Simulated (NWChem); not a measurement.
# PHF2 (difluorophosphine): levels of theory compared

Aim: a comparison of 6 runs (HF/3-21G, B3LYP/def2-TZVP, B3LYP/6-31G*, PBE0/def2-SVP, PBE0/def2-TZVP, MP2/3-21G) of PHF2 (difluorophosphine). 

Program for the calculation: NWChem 7.3.0.

## 1. The structure to begin with

PHF2 has 4 atoms, charge 0, and is taken as a singlet. SMILES: `FPF`. The coordinates come from a GFN2-xTB relaxation.

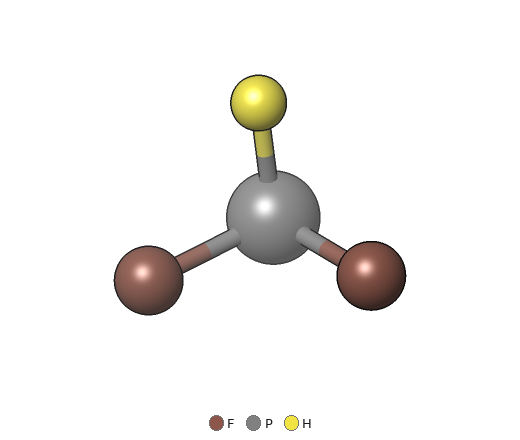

Viewed from a chosen angle; fluorine brown, phosphorus grey, hydrogen yellow.

## 2. Energy and gradient at HF/3-21G (run 1)

File f2hp.nw:

```
start f2hp
title "F2HP"
memory total 2200 mb

geometry units angstrom noautosym nocenter noautoz
  F        1.200700       0.603880      -0.244050
  P       -0.020800      -0.433020      -0.460000
  F       -1.177160       0.665480      -0.195640
  H       -0.002740      -0.836340       0.899690
end

basis spherical bse
  * library 3-21G
end

scf
  thresh 1e-08
  maxiter 80
end

task scf gradient
```

Run with:

```sh
$ nwchem f2hp.nw > f2hp.out
```

The log of the run:

```text
[...]
  functions       =    33
[...]
  wavefunction    = RHF
[...]
         Total SCF energy =   -537.391619242219
      One-electron energy =   -979.030743626785
      Two-electron energy =    325.318822450463
 Nuclear repulsion energy =    116.320301934103
        Time for solution =      0.2s
[...]
                         RHF ENERGY GRADIENTS
    atom               coordinates                        gradient
                 x          y          z           x          y          z
   1 F       2.268994   1.141168  -0.461188   -0.015518  -0.006973   0.008701
   2 P      -0.039306  -0.818289  -0.869274   -0.000474   0.000105  -0.020415
   3 F      -2.224510   1.257575  -0.369706    0.015476  -0.007744   0.008002
   4 H      -0.005178  -1.580453   1.700168    0.000516   0.014612   0.003713
[...]
```

Run time: 0.82 s. Hardware: 1 thread of AMD EPYC 9R45 (Zen 5), shared host; peak memory 0.099 GiB.

## 3. Energy and gradient at B3LYP/def2-TZVP (run 2)

File mymol.nw:

```
start mymol
title "difluorophosphine"
memory total 2200 mb

geometry units angstroms noautosym nocenter noautoz
  F      1.200700     0.603880    -0.244050
  P     -0.020800    -0.433020    -0.460000
  F     -1.177160     0.665480    -0.195640
  H     -0.002740    -0.836340     0.899690
end

basis spherical bse
  * library def2-TZVP
end

dft
  xc b3lyp
  grid fine
  convergence energy 1e-08
  iterations 100
  mulliken
  print low
end

task dft gradient
```

Run with:

```sh
$ nwchem mymol.nw > mymol.out
```

The log of the run:

```text
[...]
 d= 0,ls=0.0,diis     1   -541.7191099970 -6.58D+02  9.37D-03  1.14D+00     1.1
[...]
 d= 0,ls=0.0,diis     8   -541.8094564679 -6.68D-09  1.78D-06  8.74D-08     7.0
         Total DFT energy =     -541.809456467858
      One electron energy =     -982.774409986102
           Coulomb energy =      369.273973950471
    Exchange-Corr. energy =      -44.629322366331
 Nuclear repulsion energy =      116.320301934103
[...]
      Total Density - Mulliken Population Analysis
     ---------------------------------------------
    Atom       Charge   Shell Charges
 -----------   ------   -------------------------------------------------------
    1 F    9     9.29   0.77  1.20  0.62  0.97  0.36  2.28  2.12  0.96  0.00  0.01  0.00
    2 P   15    14.45   2.01  0.52  1.44  1.14  0.67  4.17  1.66  0.71  1.28  0.36  0.17  0.24  0.08
    3 F    9     9.29   0.77  1.20  0.62  0.97  0.36  2.28  2.12  0.96  0.00  0.01  0.00
    4 H    1     0.98   0.26  0.52  0.18  0.01
[...]
                         DFT ENERGY GRADIENTS
    atom               coordinates                        gradient
                 x          y          z           x          y          z
   1 F       2.268994   1.141168  -0.461188    0.000807   0.010043   0.007368
   2 P      -0.039306  -0.818289  -0.869274   -0.001035  -0.028849  -0.012249
   3 F      -2.224510   1.257575  -0.369706    0.000002   0.010098   0.007329
   4 H      -0.005178  -1.580453   1.700168    0.000226   0.008707  -0.002448
 Task  times  cpu:       10.0s     wall:       10.0s
 Total times  cpu:       10.0s     wall:       10.0s
```

Run time: 11 s. Hardware: 1 thread of AMD EPYC 9R45 (Zen 5), shared host; peak memory 0.13 GiB.

Runs 3 to 5 aren't shown in full; the table further down has their settings and results.

## 4. Energy and forces at MP2/3-21G (run 6)

File geom.xyz:

```xyz
4
difluorophosphine
F      1.200700     0.603880    -0.244050
P     -0.020800    -0.433020    -0.460000
F     -1.177160     0.665480    -0.195640
H     -0.002740    -0.836340     0.899690
```

File geom.nw:

```
START geom
TITLE "difluorophosphine"
memory total 2200 mb

GEOMETRY noautosym nocenter noautoz
 load format xyz geom.xyz
END

BASIS spherical bse
 * library 3-21G
END

SCF
 thresh 1e-08
 maxiter 80
 print medium
END

MP2
 freeze core 7
 tight
END

TASK mp2 gradient
```

Run with:

```sh
$ nwchem geom.nw > geom.out
```

The log of the run:

```text
[...]
  functions       =    33
[...]
  wavefunction    = RHF
[...]
         Total SCF energy =   -537.391619242291
      One-electron energy =   -979.030743626988
      Two-electron energy =    325.318822450593
 Nuclear repulsion energy =    116.320301934103
        Time for solution =      0.2s
[...]
          Total MP2 energy          -537.682845586199
[...]
                         mp2 ENERGY GRADIENTS
    atom               coordinates                        gradient
                 x          y          z           x          y          z
   1 F       2.268994   1.141168  -0.461188   -0.031461  -0.018239   0.007478
   2 P      -0.039306  -0.818289  -0.869274    0.000269   0.019144  -0.008582
   3 F      -2.224510   1.257575  -0.369706    0.030753  -0.019822   0.006149
   4 H      -0.005178  -1.580453   1.700168    0.000438   0.018918  -0.005045
[...]
```

Run time: 1.1 s. Hardware: 1 thread of AMD EPYC 9R45 (Zen 5), shared host; peak memory 0.11 GiB.

## 5. The series

| run | level | iteration cap | module | energy (Eh) | dipole moment (D) | HOMO energy (eV) | LUMO energy (eV) | wall time |
| --- | --- | --- | --- | --- | --- | --- | --- | --- |
| 1 | HF/3-21G | 80 | scf | -537.391619 | 2.62 | -11.67 | 3.58 | 0.82 s |
| 2 | B3LYP/def2-TZVP | 100 | dft | -541.809456 | – | – | – | 11 s |
| 3 | B3LYP/6-31G* (spherical functions) | 100 | dft | -541.654138 | 1.65 | -7.83 | -0.72 | 4.8 s |
| 4 | PBE0/def2-SVP | 100 | dft | -541.079676 | 1.83 | -8.19 | -0.48 | 4.2 s |
| 5 | PBE0/def2-TZVP | 100 | dft | -541.466632 | 1.68 | – | – | 11 s |
| 6 | MP2/3-21G | 80 | mp2 | -537.682846 | 2.13 | -11.67 | 3.58 | 1.1 s |

## 6. Summary of results

```
                                                      quantity          value
                                           run 6: total energy  -537.68285 Eh
run 6: dipole moment (of the density that the program reports)         2.13 D
                    run 6: HOMO energy (Hartree–Fock orbitals)      -11.67 eV
                    run 6: LUMO energy (Hartree–Fock orbitals)        3.58 eV
                  run 6: HOMO–LUMO gap (Hartree–Fock orbitals)       15.26 eV
            run 6: correlation energy (7 core orbitals frozen)     -291.2 mEh
                               run 6: largest force on an atom     1.909 eV/Å
```

Over runs 1, 3, 4, 5, 6 the dipole moment (its size) runs from 1.65 D (B3LYP/6-31G*) to 2.62 D (HF/3-21G). The two ends differ in method and basis. Over runs 1, 3, 4 the HOMO–LUMO gap runs from 7.10 eV (B3LYP/6-31G*) to 15.26 eV (HF/3-21G). Totals of different functionals can't be ranked against each other. All runs together took 33 s, the longest 11 s.
